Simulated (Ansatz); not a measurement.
# FH₇SSi₂ (built from SMILES F[SiH2][SiH3].S): a reaction path by the nudged elastic band

Aim: the minimum-energy path between two given structures and its highest point. Both ends were relaxed at PBE0-D4 in triple zeta.

Computed with Ansatz 0.2.0, Gaussian basis. Level: PBE0-D4/def2-SVP.

22 further runs of the same task are left out: 22 set aside as unsound or not needed.

**1. The system as given**

The first end: 11 atoms, charge 0, spin multiplicity 1.

Atoms are counted from 1 here; the program's logs count them from 0.

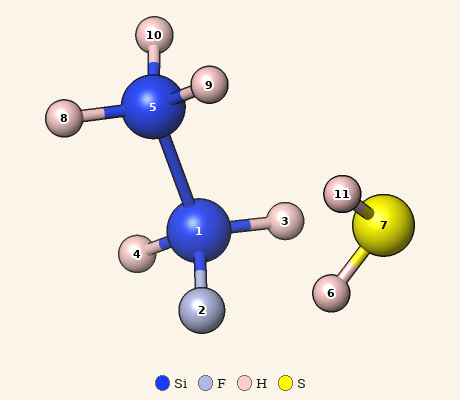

As it starts; silicon blue, fluorine light blue, hydrogen pink, sulfur yellow; atoms are numbered from 1 in the order of the file.

As a file:

```mol
FH7SSi2
  3D, bonds by distance, orders not assigned

 11  9  0  0  0  0  0  0  0  0999 V2000
   -1.3600   -0.1549   -0.3426 Si  0  0
   -0.8252   -1.6549   -0.5963 F   0  0
   -1.1940    0.6111   -1.6024 H   0  0
   -2.8112   -0.2657   -0.0349 H   0  0
   -0.2256    0.8220    1.4586 Si  0  0
    1.4031   -1.4929   -1.7164 H   0  0
    2.1400   -0.3887   -1.9139 S   0  0
   -0.5118    0.0655    2.7072 H   0  0
    1.2423    0.8611    1.2394 H   0  0
   -0.7338    2.2124    1.6171 H   0  0
    2.8760   -0.6151   -0.8156 H   0  0
  1  2  8  0
  1  3  8  0
  1  4  8  0
  1  5  8  0
  5  8  8  0
  5  9  8  0
  5 10  8  0
  6  7  8  0
  7 11  8  0
M  END
```

The second end:

| atom | x (Å) | y (Å) | z (Å) |
| --- | --- | --- | --- |
| Si1 | -0.6697 | 0.5583 | -0.9532 |
| F2 | 0.7656 | -2.4414 | 0.6640 |
| H3 | -0.5790 | 1.8915 | -1.6055 |
| H4 | -1.9900 | -0.0421 | -1.2692 |
| Si5 | -0.2758 | 0.7102 | 1.3523 |
| H6 | 0.7772 | -2.0755 | -0.2013 |
| S7 | 0.7210 | -0.7800 | -1.9430 |
| H8 | -0.8478 | -0.4527 | 2.0690 |
| H9 | 1.1899 | 0.7995 | 1.5803 |
| H10 | -0.9158 | 1.9645 | 1.8360 |
| H11 | 1.8243 | -0.1323 | -1.5294 |

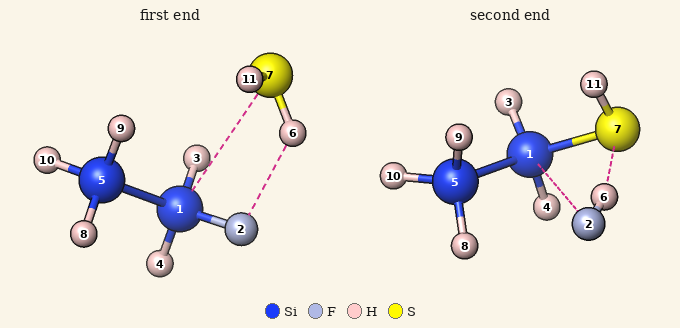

The two ends; dashed lines mark the contacts followed along the path.

**2. The band at PBE0-D4/def2-SVP**

Contents of neb/in.yaml:

```yaml
crystal:
  periodic: [false, false, false]
  atoms:
    - {symbol: Si, position_ang: [-1.360026, -0.154947, -0.342577]}
    - {symbol: F, position_ang: [-0.825192, -1.654920, -0.596332]}
    - {symbol: H, position_ang: [-1.193977, 0.611112, -1.602416]}
    - {symbol: H, position_ang: [-2.811216, -0.265675, -0.034857]}
    - {symbol: Si, position_ang: [-0.225563, 0.822017, 1.458555]}
    - {symbol: H, position_ang: [1.403078, -1.492899, -1.716370]}
    - {symbol: S, position_ang: [2.140003, -0.388685, -1.913942]}
    - {symbol: H, position_ang: [-0.511767, 0.065544, 2.707154]}
    - {symbol: H, position_ang: [1.242349, 0.861073, 1.239372]}
    - {symbol: H, position_ang: [-0.733810, 2.212400, 1.617051]}
    - {symbol: H, position_ang: [2.876021, -0.615122, -0.815636]}
basis:
  gaussian: {orbitals: def2-SVP}
hamiltonian: {xc: pbe0, dispersion: d4}
neb:
  images: 5
  climbing: true
  max_iterations: 40
  initial_path: idpp
  final_atoms:
    - {symbol: Si, position_ang: [-0.669652, 0.558260, -0.953242]}
    - {symbol: F, position_ang: [0.765647, -2.441413, 0.663960]}
    - {symbol: H, position_ang: [-0.578968, 1.891518, -1.605527]}
    - {symbol: H, position_ang: [-1.990049, -0.042149, -1.269169]}
    - {symbol: Si, position_ang: [-0.275847, 0.710189, 1.352348]}
    - {symbol: H, position_ang: [0.777187, -2.075528, -0.201276]}
    - {symbol: S, position_ang: [0.720982, -0.779998, -1.943027]}
    - {symbol: H, position_ang: [-0.847828, -0.452656, 2.068970]}
    - {symbol: H, position_ang: [1.189884, 0.799458, 1.580349]}
    - {symbol: H, position_ang: [-0.915756, 1.964502, 1.836045]}
    - {symbol: H, position_ang: [1.824301, -0.132282, -1.529431]}
```

The run is started by

```sh
> ansatz run in.yaml --threads 4 --pin off --events-out ev --progress --plain --max-ram 9574MiB
```

Standard output:

```text
Functional definition: PBE0
  name "PBE0"
  cite "Adamo & Barone, J. Chem. Phys. 110, 6158 (1999) doi:10.1063/1.478522"
  cite "Perdew, Burke & Ernzerhof, Phys. Rev. Lett. 77, 3865 (1996) doi:10.1103/PhysRevLett.77.3865"
  parent pbe
  parameter a = 0.25
  parameter kappa = 0.804
  parameter beta = 0.06672455060314922
  exchange = (1 - a)*pbe_x(kappa = kappa, mu = beta*pi^2/3) + a*exact_x
  correlation = pbe_c(beta = beta)
1048 factors; integrals over basis functions are off by at most 3.3e-4 eV
mean field evaluation 1: about -29397.4600 eV, gradient 2.8e1 eV
mean field evaluation 2: about -29396.4536 eV, gradient 3.9e1 eV
mean field evaluation 4: about -29398.7988 eV, gradient 8.0e-1 eV
mean field evaluation 8: about -29398.8083 eV, gradient 7.2e-3 eV
mean field -29398.80825464 eV, -1080.3862761299 hartree, gradient 2.9e-5 eV, S^2 0.000000; 0 other end points of the search recorded, 0 dependent functions left out
the calculation of the forces begins
reference -29398.80828351 eV, -1080.3862771911 hartree; 30, 30 occupied and 73, 73 virtual orbitals, 1048 factors
[... from here to the last solve, the lines of the solves are left out (100 solves) ...]
WARN: NEB end point (image 0): max|allowed force component| = 8.437e-1 eV/Å (the criterion of neb.relax_end_points is 1.000e-2). That is over neb.f_tol: it is no minimum, so the barrier can be far off. Relax it first
WARN: NEB end point (image 6): max|allowed force component| = 2.030e-1 eV/Å (the criterion of neb.relax_end_points is 1.000e-2). That is over neb.f_tol: it is no minimum, so the barrier can be far off. Relax it first
NEB iter   1: max|band force component| = 4.962e0 eV/Å  barrier→ = 4.2251 eV  barrier← = 3.8742 eV  Δτ_max = 0.2000 Å  (179 SCF iters)
NEB iter   2: max|band force component| = 2.968e0 eV/Å  barrier→ = 2.7810 eV  barrier← = 2.4301 eV  Δτ_max = 0.2000 Å  (144 SCF iters)
NEB iter   3: max|band force component| = 6.578e0 eV/Å  barrier→ = 1.9700 eV  barrier← = 1.6192 eV  Δτ_max = 0.1018 Å  (143 SCF iters)
NEB iter   4: max|band force component| = 1.598e0 eV/Å  barrier→ = 1.7126 eV  barrier← = 1.3618 eV  Δτ_max = 0.2000 Å  (138 SCF iters)
NEB iter   5: max|band force component| = 9.253e-1 eV/Å  barrier→ = 1.5299 eV  barrier← = 1.1790 eV  Δτ_max = 0.1996 Å  (136 SCF iters)
NEB iter   6: max|band force component| = 7.346e-1 eV/Å  barrier→ = 1.4012 eV  barrier← = 1.0504 eV  Δτ_max = 0.1591 Å  (139 SCF iters)
NEB iter   7: max|band force component| = 7.042e-1 eV/Å  barrier→ = 1.3519 eV  barrier← = 1.0010 eV  CI = image 3  Δτ_max = 0.2000 Å  (133 SCF iters)
NEB iter   8: max|band force component| = 8.646e-1 eV/Å  barrier→ = 1.5551 eV  barrier← = 1.2042 eV  CI = image 3  Δτ_max = 0.0996 Å  (142 SCF iters)
NEB iter   9: max|band force component| = 2.989e-1 eV/Å  barrier→ = 1.5243 eV  barrier← = 1.1734 eV  CI = image 3  Δτ_max = 0.1892 Å  (136 SCF iters)
NEB iter  10: max|band force component| = 1.217e0 eV/Å  barrier→ = 1.5157 eV  barrier← = 1.1648 eV  CI = image 3  Δτ_max = 0.1029 Å  (137 SCF iters)
NEB iter  11: max|band force component| = 1.159e-1 eV/Å  barrier→ = 1.5108 eV  barrier← = 1.1599 eV  CI = image 3  Δτ_max = 0.0597 Å  (133 SCF iters)
NEB iter  12: max|band force component| = 1.575e-1 eV/Å  barrier→ = 1.5102 eV  barrier← = 1.1593 eV  CI = image 3  Δτ_max = 0.0282 Å  (134 SCF iters)
1050 factors; integrals over basis functions are off by at most 1.1e-3 eV
mean field -29398.06573620 eV, -1080.3589890808 hartree, gradient 2.5e-6 eV, S^2 0.000000; 0 other end points of the search recorded, 0 dependent functions left out
the calculation of the forces begins
reference -29398.06576308 eV, -1080.3589900685 hartree; 30, 30 occupied and 73, 73 virtual orbitals, 1050 factors
NEB iter  13: max|band force component| = 4.243e-2 eV/Å  barrier→ = 1.5097 eV  barrier← = 1.1588 eV  CI = image 3  CI's point: of a kind that is not told: the force calls were inconclusive, a negative curvature could not be distinguished from the path's own, the only one lies far off the path, or fixed occupations may fill a level only in part  Δτ_max = 0.0000 Å  (840 SCF iters)
Total energy: -29397.49191102 eV, -1080.3379013941 hartree
Atom 0 at    -0.755413     0.059875    -0.635903 Å, force     0.043382     0.000626     0.003596 eV/Å
Atom 1 at    -0.321199    -1.701266    -0.003796 Å, force    -0.005658    -0.006637     0.017783 eV/Å
Atom 2 at    -0.674248     1.322861    -1.463171 Å, force    -0.003247     0.010089     0.003887 eV/Å
Atom 3 at    -2.126797    -0.421369    -0.956132 Å, force    -0.025306    -0.010273    -0.003382 eV/Å
Atom 4 at    -0.092029     0.772115     1.494119 Å, force    -0.007721     0.008807    -0.011676 eV/Å
Atom 5 at     0.588514    -1.733625    -0.928607 Å, force     0.027404     0.020045    -0.020830 eV/Å
Atom 6 at     1.060579    -0.854692    -2.048659 Å, force    -0.037143    -0.016783    -0.001999 eV/Å
Atom 7 at    -0.613064    -0.100796     2.586026 Å, force    -0.008500    -0.000527    -0.005539 eV/Å
Atom 8 at     1.405953     0.686172     1.504532 Å, force     0.002011    -0.004693     0.007493 eV/Å
Atom 9 at    -0.469286     2.195797     1.755295 Å, force     0.002579     0.000117     0.003210 eV/Å
Atom 10 at     1.996890    -0.225174    -1.303702 Å, force     0.012199    -0.000771     0.007458 eV/Å
Dipole moment:     0.274041     0.054831    -0.097192 e Å
```

It took 2.1 min on 4 threads of Arm Neoverse V1, shared host.

The last band:

| image | path (Å) | energy (kJ/mol) | Si1–S7 (Å) | F2–H6 (Å) | Si1–F2 (Å) | H6–S7 (Å) |
| --- | --- | --- | --- | --- | --- | --- |
| 0 | 0.00 | 0.0 | 3.84 | 2.50 | 1.61 | 1.34 |
| 1 | 1.08 | 2.3 | 3.80 | 2.17 | 1.64 | 1.35 |
| 2 | 2.16 | 44.3 | 3.30 | 1.80 | 1.67 | 1.36 |
| 3 | 3.24 | 145.7 | 2.48 | 1.30 | 1.92 | 1.50 |
| 4 | 4.14 | 44.3 | 2.22 | 0.96 | 2.68 | 2.00 |
| 5 | 5.04 | 28.4 | 2.19 | 0.94 | 3.20 | 2.17 |
| 6 | 5.94 | 33.9 | 2.17 | 0.94 | 3.70 | 2.17 |

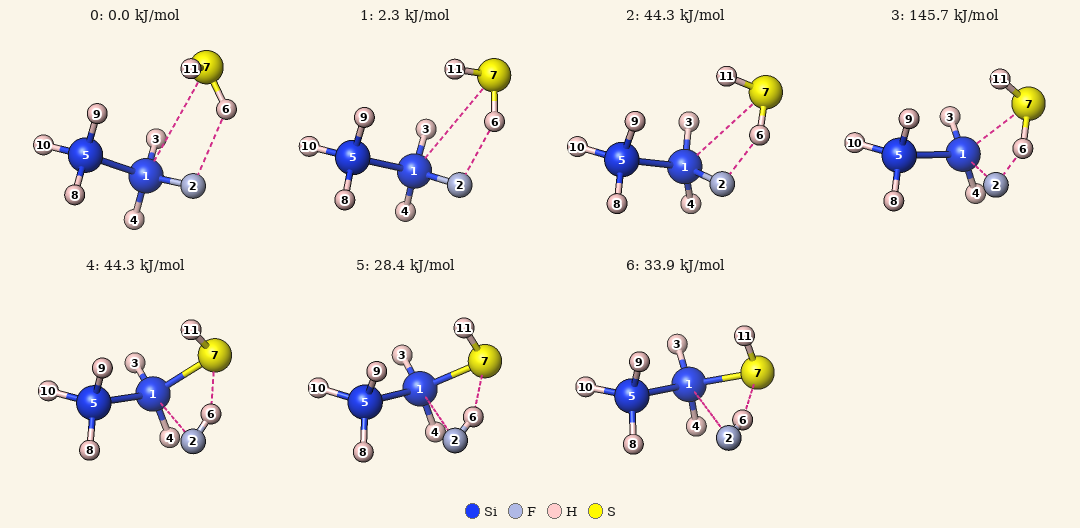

The images of the last band.

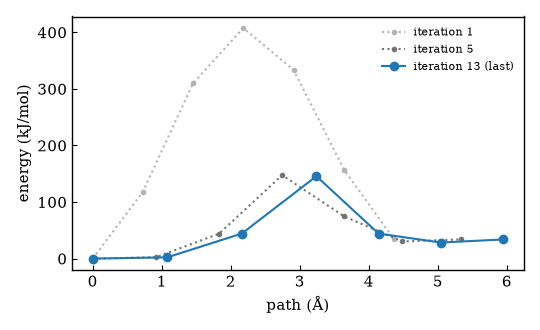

Energy along the path.

The highest image, 3:

```
Si   -0.7554    0.0599   -0.6359
F    -0.3212   -1.7013   -0.0038
H    -0.6742    1.3229   -1.4632
H    -2.1268   -0.4214   -0.9561
Si   -0.0920    0.7721    1.4941
H     0.5885   -1.7336   -0.9286
S     1.0606   -0.8547   -2.0487
H    -0.6131   -0.1008    2.5860
H     1.4060    0.6862    1.5045
H    -0.4693    2.1958    1.7553
H     1.9969   -0.2252   -1.3037
```

**3. Summary of results**

```
                                                                       quantity                                                  value
                                                PBE0-D4/def2-SVP, 13 iterations  highest 145.7 kJ/mol (image 3), last end +33.9 kJ/mol
from earlier runs: barrier over the separately found saddle, CCSD(T)/def2-TZVPP                                           188.1 kJ/mol
```

What this shows: The highest image lies 145.7 kJ/mol above the first end, and it climbed, so it estimates the saddle. The ends are not quite minima at this level (largest force component 0.84 eV/Å), so the heights are unreliable: relaxing the first end would lower it and raise the barrier above it. The highest image is 42.5 kJ/mol below the CCSD(T) barrier in triple zeta, which comes from separate runs on the saddle.
